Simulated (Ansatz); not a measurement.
```yaml
atoms:
  - { symbol: Ga, position_ang: [-0.8793, -0.6315, -0.4577] }
  - { symbol: Br, position_ang: [1.1202, 0.8133, -2.2121] }
  - { symbol: H, position_ang: [-0.5296, -2.0591, -1.0323] }
  - { symbol: H, position_ang: [-2.1216, 0.1527, -1.0335] }
  - { symbol: H, position_ang: [1.8087, 1.2885, -1.0505] }
  - { symbol: C, position_ang: [0.0272, 0.0208, 1.1903] }
  - { symbol: H, position_ang: [0.0125, 1.1202, 1.2640] }
  - { symbol: H, position_ang: [1.0683, -0.3338, 1.2577] }
  - { symbol: H, position_ang: [-0.5064, -0.3712, 2.0741] }
```

Theory: Ansatz 0.2.0, RKS B3LYP-D4/def2-SVP.

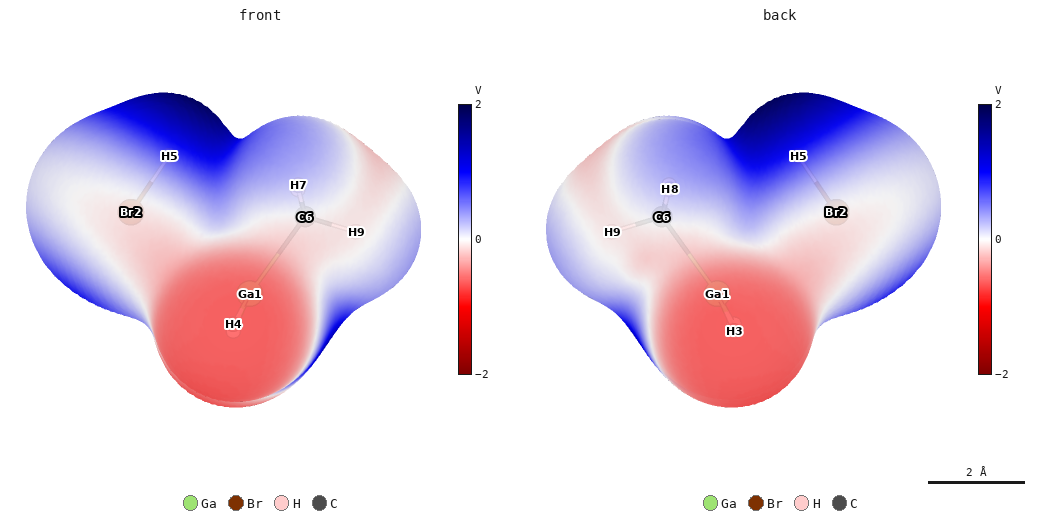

CH5Ga···HBr. The electrostatic potential painted on the density surface at 0.001 e/bohr³, seen from the front and from behind; red is negative and blue positive.

> Where is the surface potential most negative and most positive?

The most negative region (about −0.7 V) lies over H3 and H4, the most positive (about +1.8 V) over H5. Br2 shows a σ-hole: about +0.9 V at the tip opposite its bond, against about 0.0 V on its flanks.
